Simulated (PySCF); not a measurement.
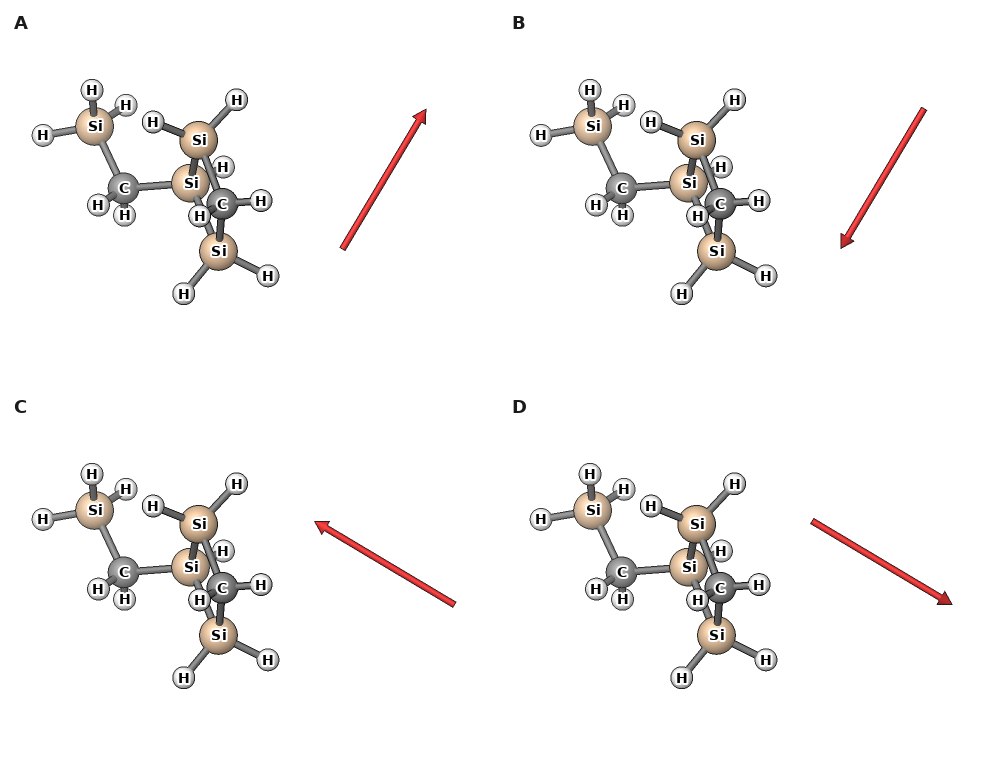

The same molecule four times, each with an arrow. The computed structure is the end point of a GFN2-xTB optimisation. No frequency run is at hand to confirm it as a minimum. Level of theory: PBE0/pcSseg-1, gas phase (PySCF 2.14.0).

### Which arrow points along the dipole moment, from the negative to the positive end?

B. The dipole moment is 0.60 D.

The geometry is semi-empirical. Around Si such bond lengths and angles can be off by a tenth of an ångström or more and by several degrees, and values that hang on the shape move with them.
